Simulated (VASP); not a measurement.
Band structure of TiSi (relaxed from the CsCl structure, space group Pm-3m). All values below come from r2SCAN meta-GGA, VASP's PBE PAW potentials (set 64) (plane waves; VASP).

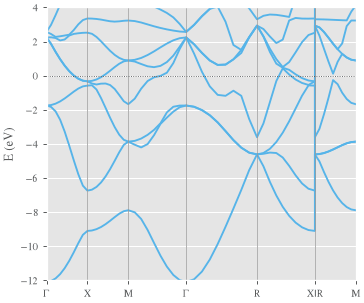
Figure: Bands along high-symmetry lines, zero at the valence-band maximum or, without a gap, the Fermi level

Q: Read the plot: is there a gap, and where are the band edges?

A: It has no gap at this level: it comes out as a metal or semimetal.

The structure was generated: TiSi was put into the CsCl type (Pm-3m), which need not be its known phase. It was relaxed first.
